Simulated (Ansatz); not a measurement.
## NbTlSe3 (model cell, started as cubic perovskite with Nb in the octahedra): a soft mode frozen in

Which phase does NbTlSe3 (model cell, started as cubic perovskite with Nb in the octahedra) fall into along its unstable mode, and how much energy does it gain?

Method: DFT PBEsol, scalar-relativistic, plane waves, PAW; PAW set soft_1, in Ansatz 0.2.0.

The structure was built from a prototype and need not be the compound's stable phase.

**1. The structure**

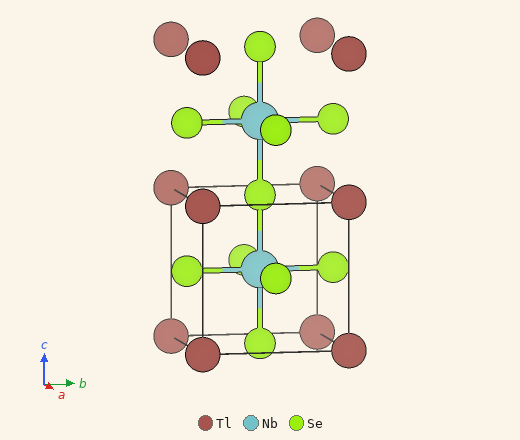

The starting structure, seen slightly off an axis (thallium brown, niobium teal, selenium green). 1×1×2 cells are drawn. Some periodic images of atoms are drawn too.

**2. Response at finite wavevector**

The cell comes from relaxations at this level that are not shown. Stability and thermal properties need the whole zone. Linear response on a 2×2×2 q mesh gives force constants as far as a supercell of that size would.

input.yaml

```yaml
crystal:
  lattice:
    - [5.0370892205, 0.0, 0.0]
    - [0.0, 5.0370892205, 0.0]
    - [0.0, 0.0, 5.0370892205]
  atoms:
    - { symbol: Tl, position: [0.0, 0.0, 0.0] }
    - { symbol: Nb, position: [0.5, 0.5, 0.5] }
    - { symbol: Se, position: [0.5, 0.5, 0.0] }
    - { symbol: Se, position: [0.5, 0.0, 0.5] }
    - { symbol: Se, position: [0.0, 0.5, 0.5] }
kpoints:
  mp_grid: { grid: [8, 8, 8] }
hamiltonian:
  xc: pbesol
  pseudopotentials: { kind: paw, azcp: { folder: soft_1 }, xc_functional: pbe }
scf:
  occupations: { method: methfessel_paxton, width: 0.2 }
output:
  eigenvalues: true
phonons:
  method: dfpt
  qmesh: [2, 2, 2]
  temperatures: { t_max: 1000, t_step: 50 }
  qpath:
    path:
      - [[0.0, 0.0, 0.0], [0.0, 0.5, 0.0], [0.5, 0.5, 0.0], [0.0, 0.0, 0.0], [0.5, 0.5, 0.5], [0.0, 0.5, 0.0]]
      - [[0.5, 0.5, 0.5], [0.5, 0.5, 0.0]]
    npoints: 10
```

On the command line:

```console
$ ansatz run input.yaml --threads 4 --pin off --max-ram 16384MiB --backend cpu --events-out ev --progress --plain --runs-dir out
```

Numbers of over 12 decimals in the logs are rounded to 6 here.

The program printed:

```text
Engine: ansatz 0.2.0, aarch64-unknown-linux-gnu
Pseudopotentials: kind: paw
Pseudopotential: Tl, paw, valence charge 13, recommended cutoff 420 eV (normal), soft_1/Tl.paw.azcp
Pseudopotential: Nb, paw, valence charge 13, recommended cutoff 420 eV (normal), soft_1/Nb.paw.azcp
Pseudopotential: Se, paw, valence charge 16, recommended cutoff 420 eV (normal), soft_1/Se.paw.azcp
Functional definition: PBEsol
  exchange = pbesol_x
  correlation = pbesol_c
Crystal: 5 atoms, lattice volume = 127.802 Å³
Basis set: ecut = 420 eV, 2517 PW (Γ), exchange–correlation on 72×72×72 points (8 copies of the dense FFT grid, shifted against one another)
Bands: 45, of which v1, the nominal top of the filled ones, is band 37 counted from 1 (36 counted from 0)
Symmetry: 48 space group operations
k-points: 35 of 512
Non-local potential: Tl, projectors of the file, l = 0: 2, l = 1: 2, l = 2: 2, l = 3: 1
Non-local potential: Nb, projectors of the file, l = 0: 3, l = 1: 2, l = 2: 2, l = 3: 1
Non-local potential: Se, projectors of the file, l = 0: 2, l = 1: 2, l = 2: 3, l = 3: 1
PAW form: soft (Blöchl's): semilocal exchange-correlation on the pseudo side does not see the compensation charge
PAW frozen core: Tl, regenerated for the run's functional, and the local potential with it (the file was generated under x = pbe(κ = 0.804, μ = 0.219515), c = pbe(β = 0.066725))
PAW frozen core: Nb, regenerated for the run's functional, and the local potential with it (the file was generated under x = pbe(κ = 0.804, μ = 0.219515), c = pbe(β = 0.066725))
PAW frozen core: Se, regenerated for the run's functional, and the local potential with it (the file was generated under x = pbe(κ = 0.804, μ = 0.219515), c = pbe(β = 0.066725))
PAW one-centre angular grid: Tl, 590 points (default); XC on 64 Gauss nodes
PAW one-centre angular grid: Nb, 590 points (default); XC on 64 Gauss nodes
PAW one-centre angular grid: Se, 590 points (default); XC on 64 Gauss nodes
Initial density: superposition of atomic densities (chi_scale 0.1, normalization cell, long waves kept (reshape's long-wave potential 0.01 eV rms))
Initial wavefunctions: pseudopotential atomic-orbital guess
Functional: x = pbesol(κ = 0.804, μ = 0.123457), c = pbesol(β = 0.046)
SCF iter   1: F=—  HF=-32068.781948 eV  |F-HF|=—  |Δ(HF+E_count)|=         —  Δρ=3.90e-2  dr2=2.01e0  ethr=3.10e-3  ⟨swp⟩=6.3  Hψ=5559  notcnv=0
preconditioner: auto → Kerker (q_TF=auto, 2.491 Å⁻¹)  [metal: Δε(μ)=0.025 eV  Ē_g=10.020 eV  σ=0.200 eV  W_gap=0.10  n_scr=26 (ndim 8)  ℏωp=19.7 eV  f_vac=0.005  D(μ)=4.83/eV (n_scr^D=32)]
SCF iter   2: F=—  HF=-32068.223288 eV  |F-HF|=—  |Δ(HF+E_count)|=   5.59e-1  S|Δr|=    0.00e0  Δρ=2.27e-2  dr2=7.13e-1  ethr=2.71e-3  ⟨swp⟩=2.0  Hψ=2083  notcnv=0  defer=51
SCF iter   3: F=—  HF=-32067.941959 eV  |F-HF|=—  |Δ(HF+E_count)|=   2.81e-1  S|Δr|=    0.00e0  Δρ=4.37e-3  dr2=4.59e-2  ethr=9.64e-4  ⟨swp⟩=2.1  Hψ=2283  notcnv=0  defer=51
SCF iter   4: F=—  HF=-32067.930147 eV  |F-HF|=—  |Δ(HF+E_count)|=   1.18e-2  S|Δr|=    0.00e0  Δρ=1.98e-3  dr2=1.18e-2  ethr=6.20e-5  ⟨swp⟩=2.0  Hψ=3103  notcnv=0  defer=50
SCF iter   5: F=—  HF=-32067.927453 eV  |F-HF|=—  |Δ(HF+E_count)|=   2.69e-3  S|Δr|=    0.00e0  Δρ=8.48e-4  dr2=2.11e-3  ethr=1.59e-5  ⟨swp⟩=2.7  Hψ=2798  notcnv=0  defer=50
SCF iter   6: F=—  HF=-32067.926989 eV  |F-HF|=—  |Δ(HF+E_count)|=   4.63e-4  S|Δr|=    0.00e0  Δρ=2.86e-4  dr2=2.54e-4  ethr=2.86e-6  ⟨swp⟩=2.0  Hψ=1845  notcnv=0  defer=50
SCF iter   7: F=—  HF=-32067.926961 eV  |F-HF|=—  |Δ(HF+E_count)|=   2.84e-5  S|Δr|=    0.00e0  Δρ=7.45e-5  dr2=8.54e-6  ethr=3.43e-7  ⟨swp⟩=2.0  Hψ=2045  notcnv=0  defer=50
SCF iter   8: F=—  HF=-32067.926962 eV  |F-HF|=—  |Δ(HF+E_count)|=   1.37e-6  S|Δr|=    0.00e0  Δρ=1.75e-5  dr2=5.04e-7  ethr=1.15e-8  ⟨swp⟩=2.1  Hψ=2208  notcnv=0  defer=50
SCF iter   9: F=—  HF=-32067.926956 eV  |F-HF|=—  |Δ(HF+E_count)|=   6.79e-6  S|Δr|=    0.00e0  Δρ=4.69e-6  dr2=7.80e-8  ethr=6.81e-10  ⟨swp⟩=2.1  Hψ=2759  notcnv=0  defer=50
SCF iter  10: F=—  HF=-32067.926956 eV  |F-HF|=—  |Δ(HF+E_count)|=   9.60e-9  S|Δr|=    0.00e0  Δρ=1.77e-6  dr2=8.51e-9  ethr=1.05e-10  ⟨swp⟩=2.0  Hψ=2785  notcnv=0  defer=50
SCF iter  11: F=—  HF=-32067.926956 eV  |F-HF|=—  |Δ(HF+E_count)|=   1.57e-9  S|Δr|=    0.00e0  Δρ=7.53e-7  dr2=1.35e-9  ethr=1.15e-11  ⟨swp⟩=2.0  Hψ=2777  notcnv=0  defer=50
SCF iter  12: F=—  HF=-32067.926956 eV  |F-HF|=—  |Δ(HF+E_count)|=  4.33e-10  S|Δr|=    0.00e0  Δρ=2.21e-7  dr2=7.53e-11  ethr=1.83e-12  ⟨swp⟩=2.0  Hψ=2159  notcnv=0  defer=50
SCF iter  13: F=-32067.926956 eV  HF=-32067.926956 eV  |F-HF|=7.28e-12  |Δ(HF+E_count)|=  7.28e-11  S|Δr|=    0.00e0  Δρ=4.23e-8  dr2=2.34e-12  ethr=1.00e-12  ⟨swp⟩=11.1  Hψ=7881  notcnv=0
the search or the solves at the SCF's close seem to have found levels that the self-consistency loop had missed (the run counts 1). By its estimate they hold under 1e-12 electrons; where the run keeps them, the occupations were computed again with them
SCF 1 converged in 13 iterations: F = -32067.926956 eV  dr2 = 2.34e-12
  greatest PAW one-centre occupation: 1.000 electrons in one spin orbital (limit 2), on the Se atom at site 4 (counted from 0), in its partial waves of l = 2
Initial density: read from a saved state, or passed on in memory by an earlier SCF of this step, an earlier step, the calling program or the single point that the run made first
iter 1 solved again at ethr=1.73e-7 eV; its pass at ethr=3.10e-3 eV (dr2=1.28e-4 eV) is discarded
SCF iter   1: F=—  HF=-32067.926954 eV  |F-HF|=—  |Δ(HF+E_count)|=         —  Δρ=5.88e-7  dr2=6.56e-10  ethr=1.73e-7  ⟨swp⟩=3.0  Hψ=9434  notcnv=0
eigensolver tolerance schedule: the retry pair's looser diagonalisation over-reported the residual by 194591.51 of it (diagonalisation noise at an unbounded share of the residual, at the tolerance the schedule requests for it); recorded, not acted on — ethr = c·dr2/N_el stays at c = 1.0e-1
preconditioner: auto → LDOS  [metal: Δε(μ)=0.030 eV  Ē_g=9.531 eV  σ=0.200 eV  W_gap=0.13  n_scr=26 (ndim 8)  ℏωp=19.7 eV  f_vac=0.021  D(μ)=4.60/eV (n_scr^D=32)  β→1.0]
SCF iter   2: F=—  HF=-32067.926956 eV  |F-HF|=—  |Δ(HF+E_count)|=   1.24e-6  S|Δr|=    0.00e0  Δρ=7.46e-7  dr2=1.18e-9  ethr=1.00e-12  ⟨swp⟩=4.0  Hψ=4401  notcnv=0
SCF iter   3: F=—  HF=-32067.926956 eV  |F-HF|=—  |Δ(HF+E_count)|=  3.71e-10  S|Δr|=    0.00e0  Δρ=3.35e-7  dr2=1.97e-10  ethr=1.00e-12  ⟨swp⟩=2.0  Hψ=2813  notcnv=0
SCF iter   4: F=—  HF=-32067.926956 eV  |F-HF|=—  |Δ(HF+E_count)|=  7.28e-12  S|Δr|=    0.00e0  Δρ=2.38e-7  dr2=1.06e-10  ethr=1.00e-12  ⟨swp⟩=1.0  Hψ=1575  notcnv=0
SCF iter   5: F=—  HF=-32067.926956 eV  |F-HF|=—  |Δ(HF+E_count)|=  2.18e-11  S|Δr|=    0.00e0  Δρ=1.35e-7  dr2=3.38e-11  ethr=1.00e-12  ⟨swp⟩=1.0  Hψ=1575  notcnv=0
SCF iter   6: F=-32067.926956 eV  HF=-32067.926956 eV  |F-HF|=1.46e-11  |Δ(HF+E_count)|=    0.00e0  S|Δr|=    0.00e0  Δρ=1.47e-8  dr2=2.67e-13  ethr=1.00e-12  ⟨swp⟩=2.1  Hψ=4581  notcnv=0
SCF 2 converged in 6 iterations: F = -32067.926956 eV  dr2 = 2.67e-13
phonons: the bands overlap, so this run is a metal and interpolates without the dipole-dipole term. If the crystal is really an insulator or semiconductor, its LO-TO splitting is missing
NSCF: frozen V_eff on 35 k-points
NSCF: frozen V_eff on 125 k-points
DFPT response loops at q = (0, 0, 0) (fractional): preconditioner auto → Kerker (q_TF=auto, 2.491 Å⁻¹) (partly filled bands, converged f_vac=0.021); β = 1.00, the filter's whole step (`scf.mixing.beta` (0.50) is not read by the response loops under this deck's `scf.mixing.preconditioner`; to damp them name `kerker` or `kerker_dos`, under which they read `scf.mixing.beta`, and type it under 1.00, their step now; both keys bind the ground state too); Broyden in place of MSR1
NSCF: frozen V_eff on 250 k-points
DFPT response loops at q = (0, 0, -0.5) (fractional): mixed as the last ones told, above
NSCF: frozen V_eff on 250 k-points
DFPT response loops at q = (0, -0.5, -0.5) (fractional): mixed as the last ones told, above
NSCF: frozen V_eff on 250 k-points
DFPT response loops at q = (-0.5, -0.5, -0.5) (fractional): mixed as the last ones told, above
SCF converged after 13 iterations
Stability not checked: this state was not tested for a lower state beside it, because cold or Methfessel-Paxton smearing, or corrected tetrahedra, fill the levels in a way that the test cannot read (fill_not_monotonic; see scf.lower_state_search)
Free energy (F): -32067.926956 eV
Harris-Foulkes:  -32067.926956 eV  (|F-HF|=7.28e-12)
Internal energy: -32067.905491 eV  (E = F + TS)
E sigma→0 (E₀):  -32067.921589 eV
Entropy (-TS):   -0.021465 eV (-4.293 meV/atom)
Fermi energy:    8.911529 eV
--- Per-component energies (eV) ---
  E_band       = -1309.972349
  E_kinetic    = 969.820329
  E_local      = -10103.440759  (includes V_loc(G=0)·N_el)
  E_nonlocal   = -645.304871
  E_hartree    = 4994.069372
  E_xc         = -602.637440
  E_vxc        = -593.928069  (∫ρ·V_xc dr)
  E_paw        = -19321.637243  (= ΣΔE_a)
  E_vpaw       = -925.256556  (= ΣTr[D̂ρ^β])
  E_aug_tail   = -0.001122  (compensation charges beyond the density's cutoff)
  E_ewald      = -7362.026155
  E_core_change = 3.252398  (= ΣΔE_core)
  E_smearing   = -0.021465  (= −TS)
  E_closure    = 0.000000  (closes the sum)
  Σ components = -32067.926956   (vs F -32067.926956, Δ=0.00e0)
--- Band table (eV; the first three rows and the last of 35) ---
  k-point 0: bands = [... 33 lower, 7.6814, 8.0776, 8.0776, 8.0776, 8.2799, 8.2799, 8.2799, 10.0511, ... 4 higher]
  k-point 1: bands = [... 33 lower, 7.6142, 7.7763, 8.0812, 8.0913, 8.0913, 8.8553, 8.8553, 10.0541, ... 4 higher]
  k-point 2: bands = [... 33 lower, 7.4630, 7.5398, 8.0901, 8.1531, 8.1531, 9.6234, 9.6234, 10.0601, ... 4 higher]
  k-point 34: bands = [... 33 lower, 4.3535, 9.1568, 9.1568, 9.1568, 10.2762, 10.2762, 10.2762, 14.6874, ... 4 higher]
--- Phonons (Γ-DFPT): 4 representative perturbations + reference (Σ response iterations 12) ---
  ASR residual: 7.536e-5 → 0.000e0 eV/Å²; symmetrization residual: 6.099e-5 eV/Å²
  ASR residual per site (eV/Å²): 4.57e-5 1.43e-5 7.54e-5 7.54e-5 7.54e-5
  Γ frequencies (cm⁻¹): 0.00 0.00 0.00 12.93 12.93 12.93 60.27 60.27 60.27 63.69 63.69 63.69 225.66 225.66 225.66
--- Phonons (arbitrary-q DFPT): 4 irreducible q on the 2×2×2 mesh ---
  q = [0.0000, 0.0000, 0.0000] (star 1, of the zone-centre solve; hermiticity 1.12e-5, symmetrization 6.48e-12): -0.00 0.00 0.00 12.93 12.93 12.93 60.27 60.27 60.27 63.69 63.69 63.69 225.66 225.66 225.66
  q = [0.0000, 0.0000, -0.5000] (star 3, 9 solved perturbations in 975 linear systems a pass and spin channel, the states on 125 of 512 k-point pairs; hermiticity 2.74e-6, symmetrization 3.35e-12): -10.45 -10.45 13.41 13.41 20.31 55.54 55.54 67.93 84.00 84.13 84.13 185.21 221.73 221.73 245.14
  q = [0.0000, -0.5000, -0.5000] (star 3, 9 solved perturbations in 975 linear systems a pass and spin channel, the states on 125 of 512 k-point pairs; hermiticity 4.75e-6, symmetrization 1.20e-12): -56.97 -42.43 8.08 8.08 17.00 62.43 75.20 75.20 80.75 80.75 122.57 183.35 183.35 215.68 264.90
  q = [-0.5000, -0.5000, -0.5000] (star 1, 4 solved perturbations in 350 linear systems a pass and spin channel, the states on 125 of 512 k-point pairs; hermiticity 5.48e-6, symmetrization 2.77e-12): -130.99 -130.99 -54.98 -54.98 -54.98 14.39 14.39 14.39 118.30 118.30 118.30 182.15 182.15 182.15 283.20
  sum rule: each row above includes the acoustic sum rule's correction from the zone centre's row sums; it moved no ω² by more than (0.51 cm⁻¹)²
  mesh force constants: q→R imaginary residual 4.30e-18; ASR residual 7.536e-5 → 0.000e0 eV/Å²; symmetrization residual 7.105e-15 eV/Å²
  interpolated dispersion: 62 rows × 15 modes
  density of states and harmonic sums: on the 12×12×12 q-mesh, interpolated from the force constants of a 2×2×2 supercell (no non-analytic term)
  largest difference from the sums on the solved wave vectors: F 1.38e-1 eV, S 1.88e-4 and C_V 5.20e-5 eV/K
  zero-point energy: 0.082517 eV/cell   skipped modes (ω ≤ 0): 169, of them read as no rigid motion or as one in doubt: 166 (1.917e0 modes/cell left out, lowest -130.99 cm⁻¹)   left out of the sums: 1.28e-1 of the cell's modes: C_V's classical limit lies that fraction below 3 k_B per atom; for a crystal, a wire or a layer, F and S can be off by more, and a phonons.interpolated_qmesh denser along its periods is the remedy for the sampling
```

Wall time 8.1 min (4 threads of Arm Neoverse V1, shared host); peak memory 2 GiB; 32 min of CPU time.

In the SCF lines HF is the Harris–Foulkes energy and dr2 the Hartree energy of the density residual, in eV; the loop may stop once dr2 is under the threshold and the program's other checks hold. Hψ counts applications of the Hamiltonian.

This step gave:

- volume per atom: 25.56 Å³
- gap on the k-mesh: 0 eV
- sum-rule residual before enforcement: 7.54e-5 eV/Å²
- lowest frequency on the path: -131.0 cm⁻¹
- point group: m-3m
- highest frequency on the path or at a solved wavevector: 284.2 cm⁻¹
- highest optical mode at the zone centre (no LO-TO term): 225.7 cm⁻¹
- lowest optical zone-centre mode: 12.93 cm⁻¹
- lowest mode on the q mesh (acoustic modes at Γ apart): -131.0 cm⁻¹

Frequencies (cm⁻¹) solved at each irreducible wavevector; negative means imaginary. Frequencies by wavevector, by row:

```tsv
q in reciprocal lattice units	star	mode 1	mode 2	mode 3	mode 4	mode 13	mode 14	mode 15
0 0 0	1	0	0	0	12.9	225.7	225.7	225.7
0 0 -0.5	3	-10.4	-10.4	13.4	13.4	221.7	221.7	245.1
0 -0.5 -0.5	3	-57	-42.4	8.1	8.1	183.3	215.7	264.9
-0.5 -0.5 -0.5	1	-131	-131	-55	-55	182.2	182.2	283.2
```

Interpolated from a 2×2×2 q mesh. Phonon branches along the path, in cm⁻¹:

```tsv
point	branch 1	branch 2	branch 3	branch 4	branch 12	branch 13	branch 14	branch 15
Γ	0	0	0	13	64	226	226	226
X	-10	-10	13	13	185	222	222	245
M	-57	-42	8	8	183	183	216	265
Γ	0	0	0	13	64	226	226	226
R	-131	-131	-55	-55	182	182	182	283
X	-10	-10	13	13	185	222	222	245
jump to R	-131	-131	-55	-55	182	182	182	283
M	-57	-42	8	8	183	183	216	265
```

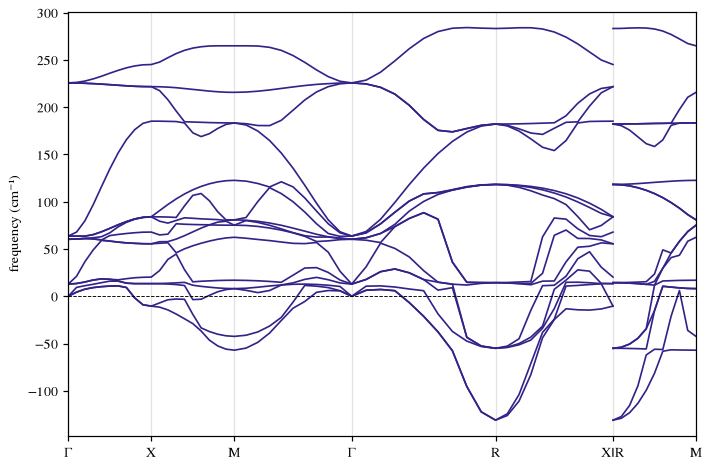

Phonon branches along the path.

Symmetry leaves 4 wavevectors to solve. The lowest mode among them, the acoustic zeros apart, lies at q = (-0.5, -0.5, -0.5) and is imaginary, 131.0i cm⁻¹, so the energy falls along it.

**3. The mode frozen in, largest atomic shift 0 Å**

The mode followed lies at q = (-0.5, -0.5, -0.5) with frequency 131.0i cm⁻¹ and is 2-fold degenerate, the softest among the wavevectors solved. At small amplitude the distorted cell has space group no. 139 by a symmetry search on the positions. The undistorted cell that holds it gives the zero of energy on the same k mesh.

System of this step: NbTlSe3 (model cell, started as cubic perovskite with Nb in the octahedra). The structure is cubic, space group Pm-3m (No. 221). Conventional cell: a = 5.037 Å, b = 5.037 Å, c = 5.037 Å, α = 90.00°, β = 90.00°, γ = 90.00°. Tl has 12 Se at 3.56 Å nearest. Nearest to Nb lie 6 Se at 2.52 Å. Nearest to Se lie 2 Nb at 2.52 Å. Farther neighbours and most contacts between anions are not listed.

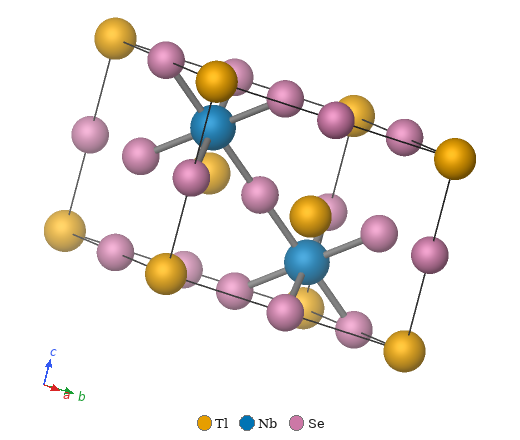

The cell of this step (thallium orange, niobium blue, selenium pink). Some periodic images of atoms are drawn too.

input.yaml, the sections that differ from step 2:

```yaml
crystal:
  lattice:
    - [5.0370892205, 5.0370892205, 0.0]
    - [5.0370892205, 0.0, 5.0370892205]
    - [5.0370892205, 0.0, -5.0370892205]
  atoms:
    - { symbol: Tl, position: [0.0, 0.0, 0.0] }
    - { symbol: Tl, position: [0.0, 0.5, 0.5] }
    - { symbol: Nb, position: [0.5, 0.25, 0.75] }
    - { symbol: Nb, position: [0.5, 0.75, 0.25] }
    - { symbol: Se, position: [0.5, 0.0, 0.0] }
    - { symbol: Se, position: [0.5, 0.5, 0.5] }
    - { symbol: Se, position: [0.0, 0.5, 0.0] }
    - { symbol: Se, position: [0.0, 0.0, 0.5] }
    - { symbol: Se, position: [0.5, 0.0, 0.5] }
    - { symbol: Se, position: [0.5, 0.5, 0.0] }
output:
  forces: true
  stress: true
  eigenvalues: true
# kpoints, hamiltonian, scf: as in step 2
# phonons: removed
```

The program printed:

```text
[...]
Crystal: 10 atoms, lattice volume = 255.605 Å³
Basis set: ecut = 420 eV, 5029 PW (Γ), exchange–correlation on 96×96×96 points (8 copies of the dense FFT grid, shifted against one another)
Bands: 89, of which v1, the nominal top of the filled ones, is band 74 counted from 1 (73 counted from 0)
Symmetry: 96 space group operations
[...]
k-points: 29 of 512
[...]
k-point 0: bands = [... 70 lower, 8.0796, 8.2792, 8.2792, 8.2792, 9.1546, 9.1546, 9.1546, 10.0530, ... 11 higher]
  k-point 1: bands = [... 70 lower, 8.0334, 8.5303, 8.5303, 8.6394, 9.0302, 9.0302, 9.0796, 10.1862, ... 11 higher]
  k-point 2: bands = [... 70 lower, 7.8516, 8.7054, 8.7054, 8.8781, 9.0092, 9.0092, 9.1242, 9.9757, ... 11 higher]
  k-point 28: bands = [... 70 lower, 7.3102, 7.3102, 8.3616, 8.3616, 9.7402, 9.7402, 10.5036, 10.5036, ... 11 higher]
[key lines of the parts left out:]
SCF converged after 10 iterations
Free energy (F): -64135.905839 eV
Fermi energy:    8.905370 eV
P = ⅓ Tr σ = -0.0869 GPa (-0.869 kbar)
```

Elapsed: 13 s, on 4 threads; peak memory 1.1 GiB; 51 s of CPU time.

Numbers from this step:

* pressure: -0.08689 GPa
* energy from the undistorted cell: 0 meV/atom

The run ends at a pressure of -0.09 GPa.

**4. The mode frozen in, largest atomic shift 0.04 Å**

The atoms are moved along the unstable eigenvector, the largest shift by 0.04 Å, with the cell fixed.

input.yaml, the sections that differ from step 3:

```yaml
crystal:
  lattice:
    - [5.0370892205, 5.0370892205, 0.0]
    - [5.0370892205, 0.0, 5.0370892205]
    - [5.0370892205, 0.0, -5.0370892205]
  atoms:
    - { symbol: Tl, position: [0.0, 0.0, 0.0] }
    - { symbol: Tl, position: [0.0, 0.5, 0.5] }
    - { symbol: Nb, position: [0.5, 0.25, 0.75] }
    - { symbol: Nb, position: [0.5, 0.75, 0.25] }
    - { symbol: Se, position: [0.5, -0.0019852736, 0.0019852736] }
    - { symbol: Se, position: [0.5, 0.5019852736, 0.4980147264] }
    - { symbol: Se, position: [0.0079410942, 0.4960294529, -0.0039705471] }
    - { symbol: Se, position: [-0.0079410942, 0.0039705471, 0.5039705471] }
    - { symbol: Se, position: [0.5, -0.0019852736, 0.4980147264] }
    - { symbol: Se, position: [0.5, 0.5019852736, 0.0019852736] }
# kpoints, hamiltonian, scf, output: as in step 3
```

The program printed:

```text
[...]
Crystal: 10 atoms, lattice volume = 255.605 Å³
Basis set: ecut = 420 eV, 5029 PW (Γ), exchange–correlation on 96×96×96 points (8 copies of the dense FFT grid, shifted against one another)
Bands: 89, of which v1, the nominal top of the filled ones, is band 74 counted from 1 (73 counted from 0)
Symmetry: 16 space group operations
[...]
k-points: 59 of 512
[...]
k-point 0: bands = [... 70 lower, 8.0821, 8.2820, 8.2823, 8.2823, 9.1583, 9.1746, 9.1746, 10.0499, ... 11 higher]
  k-point 1: bands = [... 70 lower, 8.0358, 8.5071, 8.5215, 8.6267, 9.0408, 9.0622, 9.1017, 10.1876, ... 11 higher]
  k-point 2: bands = [... 70 lower, 7.8509, 8.6777, 8.6932, 8.8437, 9.0223, 9.0645, 9.1453, 9.9778, ... 11 higher]
  k-point 58: bands = [... 70 lower, 8.1092, 8.1194, 8.2558, 8.2558, 9.1665, 10.0706, 10.4544, 10.4544, ... 11 higher]
[key lines of the parts left out:]
SCF converged after 10 iterations
Free energy (F): -64135.908404 eV
Fermi energy:    8.909737 eV
P = ⅓ Tr σ = -0.0071 GPa (-0.071 kbar)
```

The job ended after 26 s (4 threads; peak memory 1.4 GiB; 1.7 min of CPU time).

This step gave:

```yaml
pressure: -0.007110 GPa
energy_from_the_undistorted_cell: -0.563 meV/atom
```

The energy, extrapolated to zero smearing, is -0.56 meV/atom against the undistorted cell.

The run ends at a pressure of -0.01 GPa, with forces up to 0.011 eV/Å.

[end of part 1 of 2]

[Logs are printed without paths, hosts, clocks, repeated set-up lines and the standing remarks that a program may print on its own settings, such as how far it seeks lower states.]

[Hosts, paths, dates, database ids (printed as entryN), source tags and the programs' standing remarks are cut or masked in the printed files.]
